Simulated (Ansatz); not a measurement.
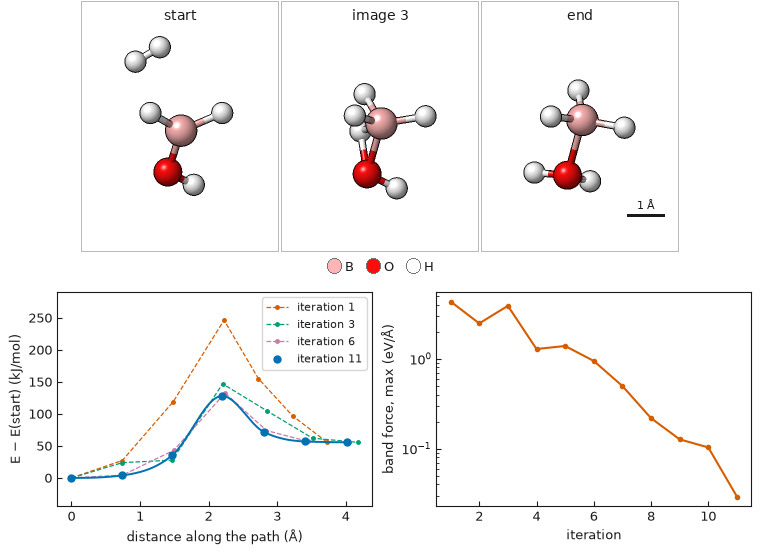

NEB run on BH5O, made up at the start of BH$_{3}$O and H$_{2}$. Images are numbered from 0 (start) to 6 (end). The plot follows the band through its iterations. A ball-and-stick model, seen from a free direction.

These are results of RKS PBE-D4/def2-SVPD in Ansatz, not measurements. Set-up: 5 movable images; climbing image; force threshold 0.03 eV/Å; iteration limit 60; starting path through a guess of the saddle point.

> Judge this run.

The result is final at these settings. The band converged in 11 iterations. The largest component of the band force went from 4.3 to 0.029 eV/Å. The climbing image converged on the top of the path. Its vibrational analysis gives one imaginary mode (1176i cm⁻¹), as a transition state must have. The first iteration put the highest image at 246.4 kJ/mol. The energy climbs by 127.9 kJ/mol to image 3 and then falls by 72.4 kJ/mol, so the end point sits at +55.6 kJ/mol.

Limits of the set-up: the start holds two separate molecules, 2.9 Å apart at their closest, whose relative position is a soft coordinate.

The run took 66 s on 1 thread of Arm Neoverse V2, with other jobs on the host, peak memory 0.12 GiB.
